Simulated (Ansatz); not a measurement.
**Run report: LiSi₁₆, molecular dynamics (part 3 of 3)**

LiSi₁₆ (defect cell, 17 atoms in the cell); DFT r2SCAN, scalar-relativistic, plane waves, PAW, PAW set soft_1, spin-polarised (Ansatz 0.2.0); cutoff 500 eV, 2×2×2 k-mesh, Fermi–Dirac smearing of 0.05 eV, collinear spins. It belongs to a series of runs on one base structure; here: dynamics from the last frame of the run before.

Geometry of the input (Å; fractional positions):
```
0.0000  5.4300  5.4300
5.4300  0.0000  5.4300
5.4300  5.4300  0.0000
Si -0.0074  0.0477  -0.0088
Si 0.1185  0.1552  0.1261
Si 0.0107  -0.0059  0.5085
Si 0.0767  0.1979  0.6116
Si -0.0240  0.5346  0.0243
Si 0.1016  0.6764  0.1195
Si -0.0564  0.5543  0.5014
Si 0.0899  0.6100  0.6494
Si 0.5108  -0.0175  -0.0178
Si 0.6141  0.1376  0.1029
Si 0.4515  0.0643  0.4679
Si 0.6268  0.1276  0.6033
Si 0.4872  0.5267  -0.0093
Si 0.6321  0.6182  0.1099
Si 0.4827  0.5080  0.4800
Si 0.5677  0.6862  0.6092
Li 0.3658  0.3963  0.8543
```

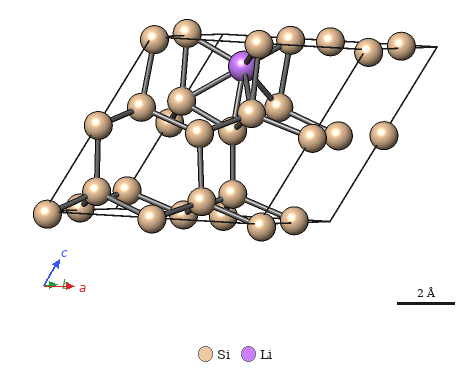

The geometry at step 25 of the log (ball-and-stick view of the cell of the calculation, seen at an oblique angle).

### Trajectory as extended XYZ, continued
```
17
Lattice="0.0000 5.4300 5.4300 5.4300 0.0000 5.4300 5.4300 5.4300 0.0000" Properties=species:S:1:pos:R:3:forces:R:3 step=7 time_fs=7.0 energy=-10426.67622 temperature=666.8
Si    0.2575   -0.0670    0.2558   -1.1802  -1.5967  -0.7874
Si    1.5413    1.2948    1.5114   -0.5526   1.9961  -0.4124
Si    2.7263    2.7943    0.0482    0.1654  -1.0734  -0.4188
Si    4.3390    3.7149    1.4929   -0.4366   1.5891  -1.0341
Si    2.9951    0.0656    2.7718   -1.1063  -1.8649  -0.7154
Si    4.2647    1.1700    4.2063    1.6648   1.3129   0.9790
Si    5.7356    2.4283    2.7083   -0.7539  -1.9515  -0.2424
Si    6.7870    3.9946    3.8436    1.4058   1.0615   1.9746
Si   -0.1868    2.6759    2.6528    1.3019  -0.7929   0.8620
Si    1.3476    3.9204    4.1068   -0.4168  -0.2857   0.3993
Si    2.8931    5.0256    2.8198    0.1666   0.4081  -0.5462
Si    3.9829    6.6335    4.0934   -0.2829   1.0388   0.0414
Si    2.8450    2.6097    5.4829   -0.9999  -1.1041  -0.8092
Si    3.9665    4.0392    6.7043    0.8946   0.3482   1.0879
Si    5.3245    5.2206    5.3503    1.2455   0.2748   0.1344
Si    7.0607    6.3954    6.7940   -0.7113   0.1914  -0.1609
Li    6.8624    6.5866    4.2266   -0.4043   0.4482  -0.3516
17
Lattice="0.0000 5.4300 5.4300 5.4300 0.0000 5.4300 5.4300 5.4300 0.0000" Properties=species:S:1:pos:R:3:forces:R:3 step=11 time_fs=11.0 energy=-10426.50996 temperature=706.0
Si    0.2728   -0.0612    0.2810   -1.5757  -1.6693  -1.0186
Si    1.5496    1.2860    1.5301   -0.8803   2.4410  -0.5863
Si    2.7343    2.7736    0.0659    0.0519  -1.0665  -0.6137
Si    4.3140    3.7105    1.4922   -0.0305   1.6057  -0.6506
Si    2.9591    0.0825    2.7673   -0.4485  -2.5022  -0.6084
Si    4.2484    1.1670    4.1993    1.9025   1.1260   1.0425
Si    5.7273    2.4139    2.7183   -0.6149  -1.4559  -0.2828
Si    6.7818    4.0019    3.8891    1.3162   0.5305   1.4325
Si   -0.1764    2.6857    2.6404    1.2684  -0.8053   1.0942
Si    1.3584    3.9375    4.1354   -0.4848  -0.3863   0.1399
Si    2.8918    5.0520    2.8385    0.0179  -0.0223  -0.7798
Si    3.9870    6.6126    4.0868   -0.1822   1.6076   0.0495
Si    2.8563    2.6106    5.4626   -0.9676  -0.9460  -0.6245
Si    3.9886    4.0401    6.6637    0.4980   0.4105   1.6156
Si    5.3132    5.2171    5.3248    1.3978   0.3762   0.2908
Si    7.0746    6.3972    6.7845   -0.8055   0.2397  -0.0458
Li    6.8827    6.5735    4.2788   -0.4626   0.5168  -0.4545
17
Lattice="0.0000 5.4300 5.4300 5.4300 0.0000 5.4300 5.4300 5.4300 0.0000" Properties=species:S:1:pos:R:3:forces:R:3 step=15 time_fs=15.0 energy=-10426.49532 temperature=630.8
Si    0.2707   -0.0601    0.3080   -1.6897  -1.5330  -1.0886
Si    1.5599    1.2880    1.5470   -1.2726   2.6199  -0.7967
Si    2.7454    2.7427    0.0834   -0.0826  -0.8374  -0.7941
Si    4.2885    3.7214    1.4835    0.3830   1.4066  -0.1676
Si    2.9228    0.0757    2.7547    0.4240  -2.6630  -0.0446
Si    4.2443    1.1725    4.2115    1.7053   0.7137   0.6039
Si    5.7181    2.3940    2.7207   -0.4562  -0.6948  -0.1491
Si    6.7886    4.0196    3.9409    1.1749  -0.3404   0.6712
Si   -0.1538    2.7043    2.6412    1.1266  -0.8543   1.2370
Si    1.3605    3.9520    4.1734   -0.3580  -0.2758  -0.2549
Si    2.8985    5.0830    2.8513   -0.2836  -0.4442  -0.7819
Si    3.9922    6.6087    4.0970   -0.0783   2.0018  -0.1243
Si    2.8572    2.6111    5.4414   -0.8150  -0.7502  -0.2957
Si    4.0117    4.0310    6.6360    0.2765   0.4686   1.7868
Si    5.3083    5.2162    5.2896    1.3273   0.3496   0.7739
Si    7.0904    6.4028    6.7818   -0.9246   0.2646  -0.0581
Li    6.8994    6.5621    4.3100   -0.4570   0.5683  -0.5173
17
Lattice="0.0000 5.4300 5.4300 5.4300 0.0000 5.4300 5.4300 5.4300 0.0000" Properties=species:S:1:pos:R:3:forces:R:3 step=18 time_fs=18.0 energy=-10426.52713 temperature=627.1
Si    0.2672   -0.0673    0.3214   -1.6162  -1.1905  -0.9452
Si    1.5661    1.3013    1.5617   -1.5681   2.4862  -0.9738
Si    2.7502    2.7236    0.0922   -0.0482  -0.6185  -0.7968
Si    4.2774    3.7379    1.4817    0.5066   1.1680  -0.0085
Si    2.8978    0.0607    2.7470    1.0202  -2.6128   0.2991
Si    4.2545    1.1784    4.2198    1.3922   0.3945   0.2611
Si    5.7069    2.3831    2.7187   -0.2182  -0.2955  -0.0693
Si    6.7992    4.0281    3.9789    1.0455  -0.9081   0.1324
Si   -0.1409    2.7162    2.6507    0.9952  -0.7820   1.2150
Si    1.3554    3.9639    4.2001   -0.1606  -0.2378  -0.6111
Si    2.9039    5.1030    2.8500   -0.5131  -0.6329  -0.6325
Si    3.9956    6.6144    4.1028   -0.0340   2.0924  -0.2389
Si    2.8563    2.6125    5.4233   -0.7154  -0.6897  -0.1018
Si    4.0204    4.0254    6.6187    0.2209   0.4696   1.9013
Si    5.3064    5.2145    5.2662    1.2129   0.3704   1.0857
Si    7.1003    6.4009    6.7706   -1.0525   0.3665  -0.0341
Li    6.9157    6.5482    4.3106   -0.4670   0.6202  -0.4828
17
Lattice="0.0000 5.4300 5.4300 5.4300 0.0000 5.4300 5.4300 5.4300 0.0000" Properties=species:S:1:pos:R:3:forces:R:3 step=22 time_fs=22.0 energy=-10426.62444 temperature=569.3
Si    0.2499   -0.0725    0.3274   -1.3882  -0.7579  -0.5410
Si    1.5653    1.3286    1.5819   -1.7468   1.9676  -1.0634
Si    2.7573    2.6931    0.0990   -0.0196  -0.2687  -0.7640
Si    4.2618    3.7485    1.4858    0.6272   0.9212   0.0629
Si    2.8725    0.0278    2.7418    1.4242  -2.1682   0.5550
Si    4.2778    1.1860    4.2305    0.9254   0.0703  -0.1865
Si    5.7044    2.3684    2.7121   -0.0044   0.1135   0.0339
Si    6.8146    4.0400    4.0231    0.9421  -1.5811  -0.4242
Si   -0.1355    2.7291    2.6663    0.9161  -0.5998   1.1649
Si    1.3483    3.9874    4.2300    0.0169  -0.3406  -0.9968
Si    2.8984    5.1217    2.8387   -0.6044  -0.7063  -0.3921
Si    3.9962    6.6298    4.0986    0.0684   1.8624  -0.2922
Si    2.8561    2.6107    5.4006   -0.4135  -0.3564   0.2411
Si    4.0292    4.0313    6.6126    0.0540   0.2000   1.8154
Si    5.3070    5.2076    5.2434    0.9954   0.6404   1.2404
Si    7.1109    6.3971    6.7453   -1.2144   0.4636   0.0464
Li    6.9468    6.5543    4.3083   -0.5784   0.5400  -0.4998
17
Lattice="0.0000 5.4300 5.4300 5.4300 0.0000 5.4300 5.4300 5.4300 0.0000" Properties=species:S:1:pos:R:3:forces:R:3 step=25 time_fs=25.0 energy=-10426.75087 temperature=594.4
Si    0.2286   -0.0771    0.3351   -1.1510  -0.4927  -0.3311
Si    1.5525    1.3522    1.5972   -1.5783   1.4328  -1.0371
Si    2.7676    2.6674    0.0990   -0.0616   0.0654  -0.6365
Si    4.2550    3.7573    1.4943    0.6141   0.6578   0.0295
Si    2.8611   -0.0008    2.7437    1.4048  -1.6076   0.5506
Si    4.2958    1.1861    4.2328    0.5732  -0.0507  -0.3445
Si    5.7051    2.3524    2.7051    0.1103   0.4370   0.1281
Si    6.8312    4.0513    4.0451    0.8928  -2.0738  -0.6909
Si   -0.1326    2.7424    2.6764    0.8318  -0.4940   1.1396
Si    1.3376    3.9989    4.2474    0.1705  -0.3161  -1.1870
Si    2.8948    5.1336    2.8276   -0.7025  -0.6959  -0.1939
Si    3.9956    6.6483    4.0900    0.2300   1.5011  -0.2831
Si    2.8510    2.6072    5.3879   -0.0860  -0.1064   0.4498
Si    4.0311    4.0347    6.6194    0.0189   0.0784   1.5130
Si    5.3166    5.2019    5.2284    0.6369   0.8340   1.3668
Si    7.1115    6.3986    6.7259   -1.2607   0.4308   0.1135
Li    6.9521    6.5840    4.3019   -0.6431   0.4001  -0.5869
17
Lattice="0.0000 5.4300 5.4300 5.4300 0.0000 5.4300 5.4300 5.4300 0.0000" Properties=species:S:1:pos:R:3:forces:R:3 step=29 time_fs=29.0 energy=-10426.86822 temperature=709.1
Si    0.1970   -0.0811    0.3479   -0.8190  -0.2516  -0.2055
Si    1.5206    1.3892    1.6020   -1.1201   0.6041  -0.7418
Si    2.7810    2.6288    0.1007   -0.1207   0.6375  -0.5024
Si    4.2492    3.7774    1.5084    0.5071   0.1769  -0.1067
Si    2.8525   -0.0359    2.7403    1.1560  -0.7241   0.5211
Si    4.3190    1.1838    4.2422    0.0739  -0.1019  -0.6113
Si    5.7034    2.3370    2.6905    0.1809   0.7612   0.3481
Si    6.8506    4.0622    4.0654    0.9287  -2.5940  -0.9320
Si   -0.1336    2.7575    2.6957    0.7228  -0.3423   1.0359
Si    1.3245    4.0121    4.2638    0.2630  -0.2029  -1.3306
Si    2.8903    5.1490    2.8109   -0.8465  -0.6330   0.0518
Si    3.9947    6.6700    4.0768    0.4649   0.9851  -0.2014
Si    2.8242    2.5953    5.3744    0.6256   0.3354   0.8452
Si    4.0331    4.0321    6.6339   -0.0996  -0.1064   1.0107
Si    5.3332    5.1912    5.2175    0.1859   1.0915   1.4732
Si    7.1009    6.4015    6.7065   -1.3149   0.3380   0.1608
Li    6.9473    6.6454    4.2910   -0.7881   0.0267  -0.8150
17
Lattice="0.0000 5.4300 5.4300 5.4300 0.0000 5.4300 5.4300 5.4300 0.0000" Properties=species:S:1:pos:R:3:forces:R:3 step=33 time_fs=33.0 energy=-10426.91739 temperature=709.9
Si    0.1635   -0.0891    0.3634   -0.4915  -0.0257  -0.2549
Si    1.4758    1.4234    1.6040   -0.5421  -0.1556  -0.5617
Si    2.7873    2.6007    0.0971   -0.2572   1.0458  -0.2201
Si    4.2356    3.7982    1.5170    0.4083  -0.2593  -0.1334
Si    2.8408   -0.0697    2.7424    0.9837   0.1564   0.4180
Si    4.3469    1.1868    4.2411   -0.4640  -0.1695  -0.6963
Si    5.7007    2.3313    2.6762    0.2303   0.9896   0.4297
Si    6.8788    4.0580    4.0750    0.6536  -2.7721  -0.9055
Si   -0.1295    2.7636    2.7241    0.3847  -0.0429   0.7867
Si    1.3146    4.0151    4.2775    0.2677   0.0228  -1.3533
Si    2.8774    5.1720    2.7962   -0.9634  -0.7205   0.1835
Si    3.9782    6.6912    4.0642    0.8464   0.5110  -0.0934
Si    2.7922    2.5797    5.3652    1.3733   0.6686   1.1864
Si    4.0254    4.0358    6.6514   -0.0955  -0.4139   0.6275
Si    5.3445    5.1822    5.2133   -0.0328   1.2012   1.3866
Si    7.0816    6.4024    6.6877   -1.3923   0.2886   0.1706
Li    6.9258    6.7050    4.2654   -0.9090  -0.3244  -0.9705
17
Lattice="0.0000 5.4300 5.4300 5.4300 0.0000 5.4300 5.4300 5.4300 0.0000" Properties=species:S:1:pos:R:3:forces:R:3 step=36 time_fs=36.0 energy=-10426.94114 temperature=810.6
Si    0.1417   -0.1025    0.3786   -0.2576   0.2436  -0.3975
Si    1.4427    1.4456    1.6160   -0.0870  -0.6494  -0.6954
Si    2.7855    2.5819    0.0828   -0.3598   1.2776   0.2637
Si    4.2334    3.8054    1.5234    0.1173  -0.4780  -0.1743
Si    2.8369   -0.0941    2.7476    0.8383   0.6311   0.3401
Si    4.3510    1.1878    4.2386   -0.5942  -0.2450  -0.6938
Si    5.6988    2.3364    2.6678    0.2366   0.9350   0.5085
Si    6.8977    4.0389    4.0775    0.3366  -2.6068  -0.8054
Si   -0.1187    2.7689    2.7527   -0.0009   0.1677   0.5609
Si    1.3122    4.0087    4.2847    0.2248   0.3245  -1.2750
Si    2.8623    5.1898    2.7849   -0.9335  -0.8310   0.1915
Si    3.9639    6.7053    4.0581    1.1302   0.1450  -0.1185
Si    2.7673    2.5672    5.3616    1.8818   0.8689   1.3829
Si    4.0264    4.0356    6.6619   -0.1318  -0.6314   0.4815
Si    5.3520    5.1802    5.2195   -0.0089   1.1673   1.1531
Si    7.0645    6.4049    6.6675   -1.4480   0.2343   0.3028
Li    6.9032    6.7434    4.2396   -0.9440  -0.5534  -1.0249
17
Lattice="0.0000 5.4300 5.4300 5.4300 0.0000 5.4300 5.4300 5.4300 0.0000" Properties=species:S:1:pos:R:3:forces:R:3 step=40 time_fs=40.0 energy=-10426.93871 temperature=870.7
Si    0.1056   -0.1182    0.3976    0.0518   0.5777  -0.5100
Si    1.3987    1.4701    1.6315    0.4517  -1.2018  -0.9801
Si    2.7705    2.5590    0.0537   -0.3739   1.4817   0.9949
Si    4.2354    3.8047    1.5430   -0.4952  -0.5484  -0.3314
Si    2.8407   -0.1258    2.7565    0.5990   1.1086   0.2413
Si    4.3510    1.1806    4.2324   -0.6385  -0.2124  -0.7453
Si    5.7031    2.3506    2.6486    0.1533   0.6650   0.7919
Si    6.9170    4.0017    4.0682   -0.1015  -2.1511  -0.6281
Si   -0.0994    2.7820    2.8069   -0.4597   0.4138   0.1531
Si    1.3134    4.0080    4.3026    0.1793   0.7385  -1.1273
Si    2.8375    5.2211    2.7845   -0.8476  -1.1225  -0.0153
Si    3.9503    6.7250    4.0420    1.4498  -0.2416   0.0340
Si    2.7473    2.5629    5.3534    2.2841   0.7963   1.6308
Si    4.0453    4.0289    6.6852   -0.2344  -0.8084   0.2810
Si    5.3607    5.1790    5.2311    0.1128   1.0644   0.7528
Si    7.0328    6.4097    6.6470   -1.3015   0.2110   0.2979
Li    6.8722    6.7891    4.1836   -0.8295  -0.7706  -0.8401
```

### Key numbers

- outcome: finished
- mean temperature over the second half: 696 K
- trajectory: 40 steps, 40 fs
- ensemble: nvt_langevin
- temperature in the input: 840.0 K
- time step: 1 fs
- electrons treated: 67
- potential energy (free energy of the electrons) (last step): −10426.9387 eV
- Fermi energy (last step): 7.303 eV
- net moment of the cell (last step): 0.00 μB
- integrated absolute moment (last step): 0.00 μB
- largest force (length of the vector) (last step): 2.917 eV/Å
- hardware: 2 threads of Arm Neoverse V2, 24 GiB of memory available, shared host
- wall time: 25 min (CPU time 51 min)
- peak memory: 1.2 GiB

### Remarks

Warnings of the run: some starting moments were not kept. The input asks for low accuracy. The k-point mesh is coarse for a cell of this size, so the results may not be converged. So short a trajectory is not equilibrated. The logged temperature at the start can lie below the typed one, since it is counted over all degrees of freedom.
